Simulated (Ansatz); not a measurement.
Hypothetical fluorite TeO2: O interstitial (started 2.33 Å from the nearest host atom), symmetric start

Consider a 12-atom supercell of TeO2 in the fluorite structure (space group Fm-3m, No. 225; a = 5.386 Å; a hypothetical phase, not in the database extracts checked) at its relaxed geometry.

Now apply this change: a neutral O interstitial (started 2.33 Å from the nearest host atom), symmetric start, atoms relaxed at fixed cell.

Calculations: Kohn–Sham DFT with the PBE functional, run in Ansatz (an electronic-structure program) with PAW and 420 eV plane waves, no spin-orbit coupling. Settings: 5×5×5 k-points, 0.01 eV Fermi–Dirac smearing.

```tsv
quantity	base	changed	shift
pressure	0.0 GPa	-5.0 GPa	-5.0 GPa
largest displacement of a host atom from its site in the perfect cell	–	0.17 Å	–
final site of the added atom	–	6 Te at 2.69 Å (octahedral)	–
```

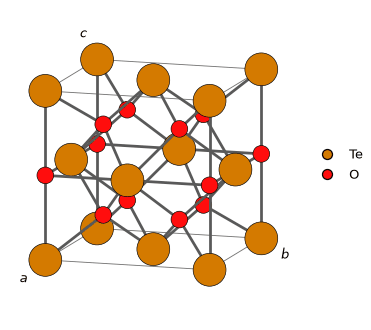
Fig. 1. The relaxed cell after the change

Cost of the whole job for the changed cell (relaxation, final SCF and bands): very roughly 90 core-seconds.

The magnetic state is the one reached from the starting moments; the real material's order can differ, and small cells can't hold many antiferromagnetic ones. In so small a cell the defect repeats every few ångströms: this is an ordered compound, not a dilute defect. The defect started on the symmetric site and kept its symmetry, so it may sit on a saddle. Starting moments died away, wholly or in part, for O interstitial (started 2.33 Å from the nearest host atom); another magnetic solution may exist. The defect cell is spin-polarised and ends with 0.0 μB.
